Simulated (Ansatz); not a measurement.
# 1T-FeBrI monolayer in a perpendicular field, part 2 of 2

What dipole does a perpendicular field induce in the 1T-FeBrI monolayer? A positive field points along +c.

Ansatz 0.2.0; plane-wave DFT, PBE-D3(BJ), Ansatz PAW (set soft_1); PAW set soft_1.

So far. Step 2 (Relaxing the slab): The lattice constant a goes from 3.576 to 3.826 Å.

### Step 3. Single point, field 0

A sawtooth potential applies the field, turning back in the middle of the vacuum. With the dipole correction the typed value is the field outside the slab. The induced dipole is small, so the SCF threshold is tight.

The cell differs from the one that the last finished run ended in (c 37.047 → 21.126 Å).

Contents of input.yaml:

```yaml
crystal:
  lattice:
    - [3.8263327707, 0.0, 0.0]
    - [-1.9131663854, 3.3137013828, 0.0]
    - [0.0, 0.0, 21.1255293346]
  atoms:
    - { symbol: I, position: [0.6666666667, 0.3333333333, 0.4260248279], spin: 0.18 }
    - { symbol: Fe, position: [0.0, 0.0, 0.5059489436], spin: 3.43 }
    - { symbol: Br, position: [0.3333333333, 0.6666666667, 0.5739751721], spin: 0.14 }
magnetization:
  spin_polarized: true
kpoints:
  mp_grid: { grid: [18, 18, 1] }
  band_path:
    path: [[0, 0, 0], [0.5, 0, 0], [0.33333333, 0.33333333, 0], [0, 0, 0]]
    npoints: 16
hamiltonian:
  xc: pbe
  dispersion: d3bj
  pseudopotentials: { kind: paw, azcp: { folder: soft_1 } }
scf:
  occupations: { method: fermi_dirac, width: 0.02585 }
  convergence: { dr2_threshold: 1.0e-10 }
efield:
  axis: 3
  dipole_correction: true
  ramp_position: 0.97
  ramp_width: 0.06
  amplitude: 0
output:
  dos: { projected: true, e_range: [-6, 5] }
  write_potential: true
  write_density: true
  volumetric_format: npy
  elf: true
```

Started as:

```
> ansatz run input.yaml --threads 2 --pin off --max-ram 3072MiB --backend cpu --events-out ev --progress --plain --runs-dir out
```

Numbers of over 12 decimals in the logs are rounded to 6 here.

Log:

```text
[...]
Crystal: 3 atoms, lattice volume = 267.857 Å³
Basis set: ecut = 420 eV, 5219 PW (Γ)
Bands: 27, of which v1, the nominal top of the filled ones, is band 20 counted from 1 (19 counted from 0)
Symmetry: 6 space group operations
k-points: 37 of 324 (time reversal used)
[...]
Starting moments: Σ|m| = 3.75 μB on 3 of 3 sites
[...]
SCF iter   1: F=—  HF=-14777.280618 eV  |F-HF|=—  |Δ(HF+E_count)|=         —  Δρ=1.41e-2 (↑1.41e-2 ↓8.84e-3)  dr2=3.75e-1  dr2_m=2.54e-1  M=4.000 μB ∫|m|=4.006 μB  β_m=1.00  ethr=8.78e-4  p=0.000 e·Å  D=3.23e-7 V/Å  ΔV_dip=-0.00 eV  dr2_dipole=3.84e-3  V_vac-E_F(+/−)=4.92/4.92 eV  ⟨swp⟩=1.6  Hψ=16018  notcnv=0
[...]
efield: sawtooth ramp at fractional position 0.9700 (set: `efield.ramp_position`, or a place that a band, a saddle search or an elastic batch's reference lends), width 0.0600; the density the first Hamiltonian is built on has a dipole p = 0.000 e·Å; the dipole correction subtracts the counter field D = 3.23e-7 V/Å, which shifts the + side's vacuum level by -0.00 eV against the − side's; the planar-averaged density in the ramp window peaks in size at 2.3e-6 e/Å³
eigensolver tolerance schedule calibrated: the retry pair's looser diagonalisation under-reported the residual by θ = 0.06 (0.12/decade); ethr = c·dr2/N_el runs at the constant in force after the calibration composes with the one it found (an armed cap, an earlier calibration), c = 7.5e-2
[...]
SCF iter   2: F=—  HF=-14777.680572 eV  |F-HF|=—  |Δ(HF+E_count)|=   4.00e-1  Δρ=3.78e-3 (↑2.94e-3 ↓3.78e-3)  dr2=5.91e-2  dr2_m=1.53e-3  M=4.000 μB ∫|m|=4.019 μB  β_m=0.35  ethr=7.04e-4  p=-0.015 e·Å  D=-1.05e-2 V/Å  ΔV_dip=0.22 eV  dr2_dipole=7.73e-7  V_vac-E_F(+/−)=4.71/4.49 eV  ⟨swp⟩=4.0  Hψ=4399  notcnv=0  defer=20
density mixer auto → msr1: a metal under ldos (density of states about μ 1.12 of a free-electron gas's, 42 screened modes)
SCF iter   3: F=—  HF=-14777.992313 eV  |F-HF|=—  |Δ(HF+E_count)|=   3.12e-1  Δρ=3.66e-3 (↑3.66e-3 ↓2.45e-3)  dr2=3.98e-2  dr2_m=8.60e-3  M=4.000 μB ∫|m|=4.025 μB  β_m=0.57  ethr=1.11e-4  p=-0.019 e·Å  D=-1.30e-2 V/Å  ΔV_dip=0.28 eV  dr2_dipole=3.40e-5  V_vac-E_F(+/−)=4.73/4.46 eV  ⟨swp⟩=3.4  Hψ=4606  notcnv=0  defer=113
[...]
SCF iter  13: F=-14778.160986 eV  HF=-14778.160986 eV  |F-HF|=3.64e-12  |Δ(HF+E_count)|=  4.95e-10  Δρ=6.52e-8 (↑6.52e-8 ↓6.07e-8)  dr2=2.60e-11  dr2_m=2.41e-12  M=4.000 μB ∫|m|=4.024 μB  ethr=1.00e-12  p=-0.028 e·Å  D=-1.89e-2 V/Å  ΔV_dip=0.40 eV  dr2_dipole=2.35e-13  V_vac-E_F(+/−)=5.18/4.78 eV  ⟨swp⟩=10.3  Hψ=8021  notcnv=0
[...]
SCF 1 converged in 13 iterations: F = -14778.160986 eV  dr2 = 2.60e-11
[...]
NSCF: frozen V_eff on 49 k-points
efield: sawtooth ramp at fractional position 0.9700 (kept from the solve that this one continues, or follows in the run), width 0.0600; the density the first Hamiltonian is built on has a dipole p = -0.028 e·Å; the dipole correction subtracts the counter field D = -1.89e-2 V/Å, which shifts the + side's vacuum level by +0.40 eV against the − side's; the planar-averaged density in the ramp window peaks in size at 3.5e-6 e/Å³
SCF converged after 13 iterations
Magnetization: 4.0000 μB (22.0000 up, 18.0000 down)
Absolute magnetization: 4.0240 μB (∫|ρ↑−ρ↓|, with the PAW one-centre terms)
[...]
Per-site moments (μB) at R_I (Å): [(0.180021, 1.146950), (3.427485, 1.087116), (0.144519, 1.087116)]
Free energy (F): -14778.160986 eV
[...]
Internal energy: -14778.155892 eV  (E = F + TS)
E sigma→0 (E₀):  -14778.158439 eV
Entropy (-TS):   -0.005094 eV (-1.698 meV/atom)
Fermi energy:    -1.151043 eV
Dipole field:    D = -0.018881 V/Å  (p = -0.027949 e·Å, saw-weighted, corrected)
Work function:   Φ+ = 5.1834 eV   Φ− = 4.7845 eV
Levels:          The Fermi level and band energies are counted from a zero that moves with the ramp; work functions are not
[...]
--- Band table (eV; the first three rows and the last of 74) ---
  k-point 0 ↑: bands = [... 16 lower, -4.1767, -3.6839, -2.8892, -2.8892, -1.4688, -1.4688, 1.7013, 3.0854, ... 3 higher]
  k-point 1 ↑: bands = [... 16 lower, -4.1920, -3.6633, -2.9743, -2.9024, -1.6254, -1.4955, 1.8237, 3.1872, ... 3 higher]
  k-point 2 ↑: bands = [... 16 lower, -4.2035, -3.6151, -3.1537, -2.9461, -2.0047, -1.5645, 2.1369, 3.3693, ... 3 higher]
  k-point 36 ↓: bands = [... 16 lower, -3.9136, -1.0206, -0.9458, -0.7902, -0.0862, 0.2221, 3.1825, 4.6044, ... 3 higher]
```

Run time: 50 s. Hardware: 2 threads of Arm Neoverse V2, shared host; peak memory 0.87 GiB; 99 s of CPU time.

Reading the cycles: dr2 is the Hartree energy of the density residual (eV), the measure of convergence; HF is the Harris–Foulkes estimate of the energy, which meets the free energy F at convergence.

This step gave:

```yaml
energy_at_zero_smearing: -14778.1584 eV
site_moments: 0.1800, 3.427, 0.1445 μB
work_function_upper_face: 5.183 eV
work_function_lower_face: 4.785 eV
dipole_along_the_normal: -0.02795 e·Å
step_between_the_vacuum_levels: 0.3989 eV
```

Running mean over a fixed 2.8 Å (it still follows the layers) of the planar mean; the ramp of the sawtooth is left out. Electron's electrostatic potential energy less the Fermi level against z:

```csv
z (Å),electron's electrostatic potential energy less the Fermi level (eV)
3,4.78
4,4.78
5,4.78
6,4.72
7,3.50
8,-0.583
9,-4.05
10,-6.24
11,-6.16
12,-4.13
13,-0.135
14,4.09
15,5.14
16,5.18
17,5.18
18,5.18
```

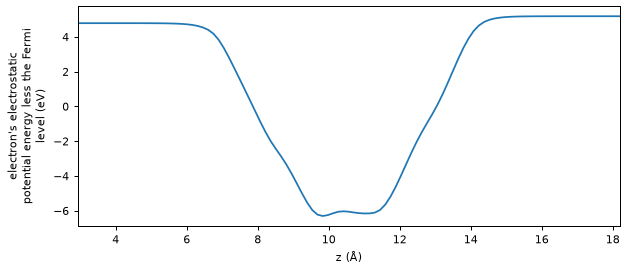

Electron's electrostatic potential energy less the Fermi level against z.

The density of states has structure finer than the step of the table below, so its rows give means over 0.5 eV, whole bins alone (the curve runs from -6 to 1.99 eV). Peaks (eV: height): total -4.90: 7.62, -4.35: 12.0, -4.26: 8.43, -3.05: 12.8, -2.47: 7.74, 0.20: 13.5, 0.53: 17.4; up -4.90: 6.35, -4.35: 11.1, -4.26: 7.64, -4.13: 5.38, -3.05: 7.91, -2.47: 5.79, -1.01: 6.42; down -4.73: 4.82, -3.52: 4.64, -3.05: 4.85, 0.20: 13.5, 0.53: 17.4, 1.14: 4.85, 1.44: 7.31.

Density of states against energy, zero at the Fermi level; means over each step; values in states/eV a cell:

```csv
energy (eV),total,up,down
-5.5,1.63,1.25,0.379
-5.0,3.57,2.13,1.44
-4.5,4.39,2.84,1.55
-4.0,2.69,1.96,0.725
-3.5,4.28,1.96,2.32
-3.0,5.93,3.72,2.21
-2.5,4.91,2.61,2.30
-2.0,1.96,1.14,0.827
-1.5,1.51,1.19,0.323
-1.0,2.03,2.00,0.0279
-0.5,1.39,0.755,0.638
0.0,3.30,0,3.30
0.5,2.26,0,2.26
1.0,1.57,0,1.57
1.5,2.48,0,2.48
```

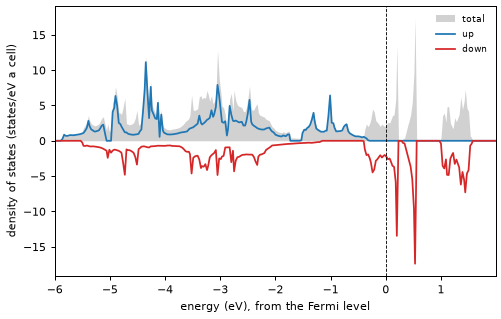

Density of states, plotted against energy. Down spins are drawn negative.

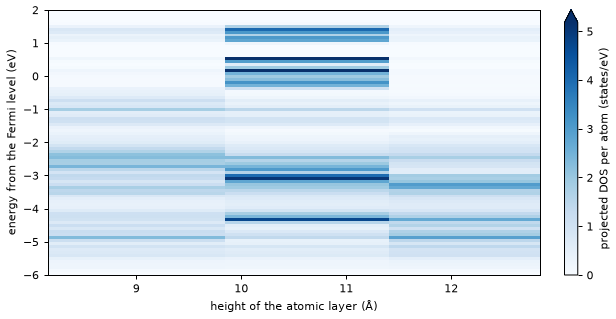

Projected DOS per atom over height of the atomic layer and energy from the Fermi level. Layers: I Fe Br from below.

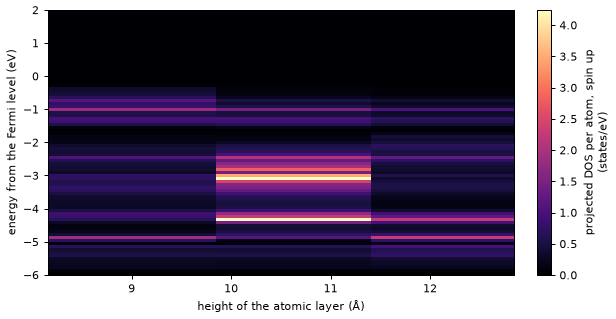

Projected DOS per atom, spin up over height of the atomic layer and energy from the Fermi level. Layers: I Fe Br from below.

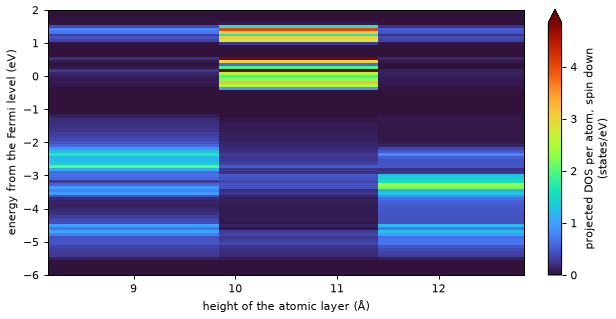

Projected DOS per atom, spin down over height of the atomic layer and energy from the Fermi level. Layers: I Fe Br from below.

Deep bands are left out, so band numbers here count from the lowest band kept and differ from the log's. Electronic bands along the path, in eV, zero at the Fermi level; # counts the bands kept:

```csv
point,up #8,up #9,up #10,up #11,down #7,down #8,down #9,down #10
Γ,-1.74,-1.74,-0.32,-0.32,-0.30,-0.30,0.29,1.58
M,-2.87,-2.75,-1.02,-0.71,-0.40,0.21,0.50,1.37
K,-2.58,-2.51,-1.53,-1.06,0.13,0.21,0.36,1.06
Γ,-1.74,-1.74,-0.32,-0.32,-0.30,-0.30,0.29,1.58
```

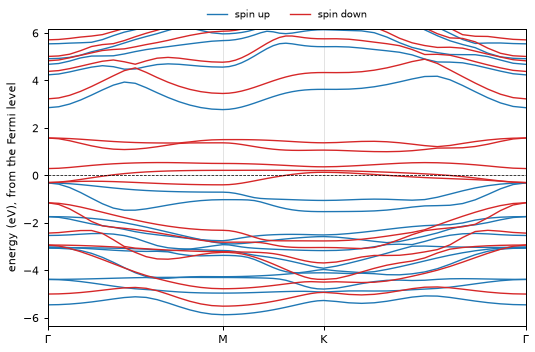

Electronic bands along the path; the two colours are the two spins.

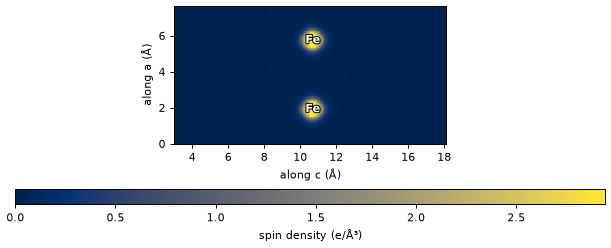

Spin density in the ca plane at fractional y = 0.000, with atoms of Fe within 0.2 Å of it. The map starts off the cell's origin, so that atoms lie inside it. The far vacuum is left out of the map.

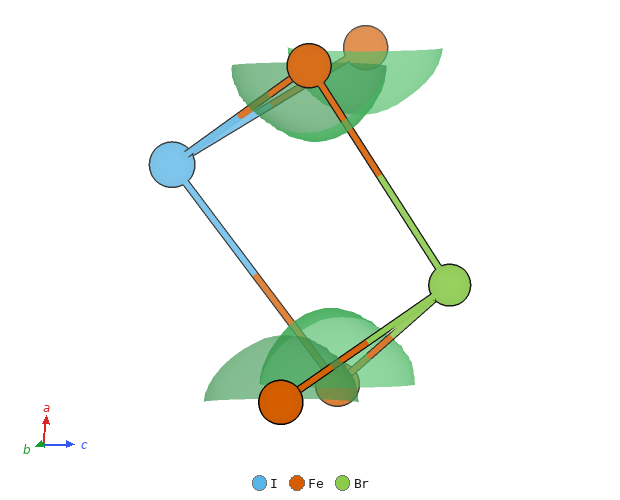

Surface of spin density = 0.37 e/Å³, which holds about 70 % of the integral of its size.

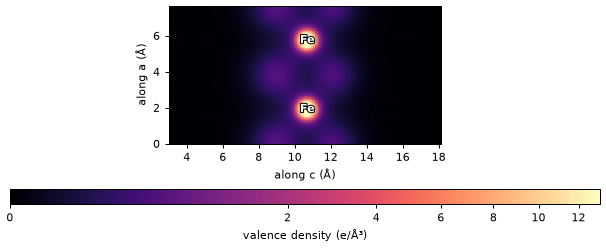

Valence density in the ca plane at fractional y = 0.000, with atoms of Fe within 0.2 Å of it. It is the smooth field of the valence electrons, not physical close to the nuclei. The map starts off the cell's origin, so that atoms lie inside it. The colour scale is stretched toward low values. The far vacuum is left out of the map.

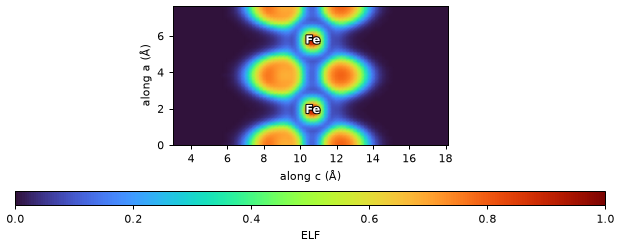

ELF in the ca plane at fractional y = 0.000, with atoms of Fe within 0.2 Å of it. It is the smooth field of the valence electrons, not physical close to the nuclei. The map starts off the cell's origin, so that atoms lie inside it. The far vacuum is left out of the map.

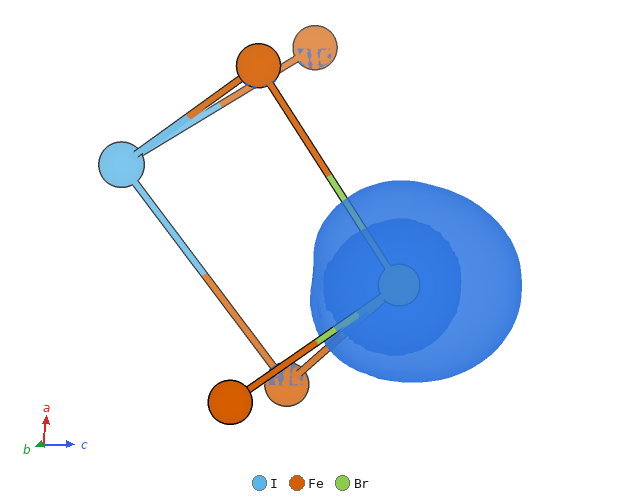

Surface of ELF = 0.84.

The work function of the upper face is 5.18 eV.

### Step 4. Single point, field 0.1 V/Å

Edit input.yaml of step 3 so:

```diff
@@ -26,7 +26,6 @@
   dipole_correction: true
-  ramp_position: 0.97
-  ramp_width: 0.06
-  amplitude: 0
+  ramp_position: 0.9479
+  ramp_width: 0.0951
+  amplitude: 0.1
 output:
-  dos: { projected: true, e_range: [-6, 5] }
   write_potential: true
@@ -34,2 +33 @@
   volumetric_format: npy
-  elf: true
```

Log:

```text
[...]
Crystal: 3 atoms, lattice volume = 267.857 Å³
Basis set: ecut = 420 eV, 5219 PW (Γ)
Bands: 27, of which v1, the nominal top of the filled ones, is band 20 counted from 1 (19 counted from 0)
Symmetry: 6 space group operations
k-points: 37 of 324 (time reversal used)
[...]
Starting moments: Σ|m| = 3.75 μB on 3 of 3 sites
[...]
k-point 1 ↑: bands = [... 16 lower, -4.1957, -3.6599, -2.9683, -2.8963, -1.6363, -1.5066, 1.8158, 3.0047, ... 3 higher]
  k-point 2 ↑: bands = [... 16 lower, -4.2097, -3.6155, -3.1482, -2.9407, -2.0145, -1.5752, 2.1218, 3.1694, ... 3 higher]
  k-point 36 ↓: bands = [... 16 lower, -3.9311, -1.0234, -0.9497, -0.7931, -0.0899, 0.2189, 3.1696, 4.5816, ... 3 higher]
[key lines of the parts left out:]
SCF converged after 14 iterations
Magnetization: 4.0000 μB (22.0000 up, 18.0000 down)
Free energy (F): -14778.159969 eV
Fermi energy:    -1.154126 eV
Dipole field:    D = 0.005145 V/Å  (p = 0.007617 e·Å, saw-weighted, corrected)
```

Wall time 52 s (2 threads); peak memory 0.87 GiB.

The dipole is 0.00762 e·Å, 0.0356 e·Å from its value without field.

### Step 5. Atoms held, field -0.1 V/Å

Edit input.yaml of step 4 so:

```diff
@@ -28,3 +28,3 @@
   ramp_width: 0.0951
-  amplitude: 0.1
+  amplitude: -0.1
 output:
```

Log:

```text
[...]
Crystal: 3 atoms, lattice volume = 267.857 Å³
Basis set: ecut = 420 eV, 5219 PW (Γ)
Bands: 27, of which v1, the nominal top of the filled ones, is band 20 counted from 1 (19 counted from 0)
Symmetry: 6 space group operations
k-points: 37 of 324 (time reversal used)
[...]
Starting moments: Σ|m| = 3.75 μB on 3 of 3 sites
[...]
k-point 1 ↑: bands = [... 16 lower, -4.1854, -3.6636, -2.9777, -2.9058, -1.6116, -1.4814, 1.8237, 3.3120, ... 3 higher]
  k-point 2 ↑: bands = [... 16 lower, -4.1945, -3.6117, -3.1564, -2.9487, -1.9920, -1.5509, 2.1404, 3.4862, ... 3 higher]
  k-point 36 ↓: bands = [... 16 lower, -3.8931, -1.0149, -0.9390, -0.7844, -0.0797, 0.2280, 3.1976, 4.6280, ... 3 higher]
[key lines of the parts left out:]
SCF converged after 13 iterations
Magnetization: 4.0000 μB (22.0000 up, 18.0000 down)
Free energy (F): -14778.165558 eV
Fermi energy:    -1.145144 eV
Dipole field:    D = -0.042892 V/Å  (p = -0.063491 e·Å, saw-weighted, corrected)
```

Wall time 50 s (2 threads); peak memory 0.87 GiB; 99 s of CPU time.

The dipole is -0.0635 e·Å, -0.0355 e·Å from its value without field.

### Step 6. Response, atoms held

This step: plane-wave DFT, PBE-D3(BJ), Ansatz PAW (set soft_1); response to a field along the normal, atoms held; PAW set soft_1 (Ansatz 0.2.0).

The dipoles give the slope, and the difference of two potentials shows where the field is screened.

This step gave:

| Quantity | Value |
| --- | --- |
| equivalent conductor thickness p/(ε₀AE) | 5.074 Å |
| distance between the outer atoms | 3.126 Å |

Dipole of the cell against applied field:

```csv
applied field (V/Å),dipole of the cell (e·Å)
-0.1000,-0.0635
0.0000,-0.0279
0.1000,0.00762
```

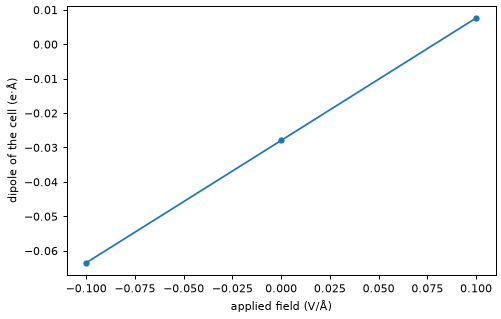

Dipole of the cell against applied field.

The total moment stays at 4 μB for applied field from -0.1 to 0.1 V/Å.

Local field over the applied field, running mean. From the potentials at -0.1 and 0.1 V/Å; running mean over 2.5 Å. Local field over applied field against z:

```csv
z (Å),local field over applied field
5,0.995
6,0.955
7,0.763
8,0.421
9,0.138
10,0.0956
11,0.119
12,0.199
13,0.475
14,0.802
15,0.968
16,0.997
17,1.000
```

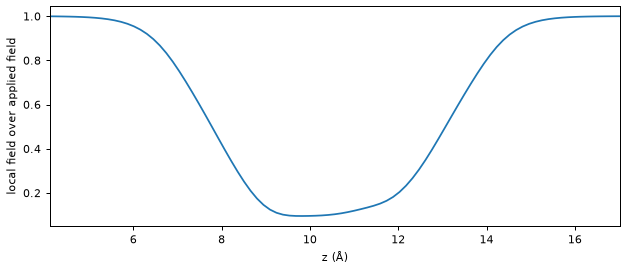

Local field over applied field against z.

Electrons, planar mean, per unit field. Table of induced electron density by z:

```csv
z (Å),induced electron density (e/Å³ per V/Å)
5,2.3e-5
6,2.1e-4
7,0.00146
8,0.00329
9,9.2e-4
10,-0.00131
11,7.7e-4
12,-7.8e-4
13,-0.00343
14,-0.00117
15,-1.4e-4
16,-1.3e-5
17,-1.1e-6
```

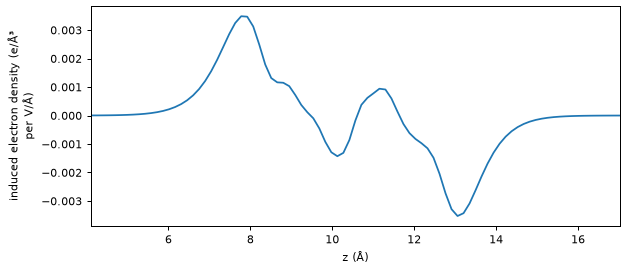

Induced electron density, plotted against z.

By hand: between -0.1 and 0.1 V/Å the dipole changes by 0.07111 e·Å, a slope of 0.3555 e·Å²/V. A perfect conductor of thickness t has p = ε₀AEt, so t = 180.95 × 0.3555 / 12.679 = 5.07 Å (e/ε₀ = 180.95 V·Å, A in Å²).

The induced dipole is that of a conductor 5.07 Å thick.

### Step 7. Results

* gap without field: none
* work function, upper face: 5.18 eV
* step between the vacuum levels: 0.399 eV
* equivalent conductor thickness, atoms held: 5.07 Å

What this shows: The induced dipole equals that of a perfect conductor 5.07 Å thick, while the outer atoms lie 3.13 Å apart. The two faces differ: the vacuum level above lies 0.40 eV higher than the one below. There is no gap over 0.03 eV, with or without the field. For an open d or f shell that can be the fault of a semilocal functional without a Hubbard term. The magnetic order is the one reached from the typed start; other orders were not compared. Spin-orbit coupling is left out, which matters for the bands of elements this heavy.

[Logs are printed without paths, hosts, clocks, repeated set-up lines and the standing remarks that a program may print on its own settings, such as how far it seeks lower states.]

[Hosts, paths, dates, database ids (printed as entryN), source tags and the programs' standing remarks are cut or masked in the printed files.]

[Maps of the electrostatic potential energy from Ansatz leave out the sawtooth potential of an applied field or a dipole correction, so their vacuum need not be flat; planar profiles and work functions include it.]
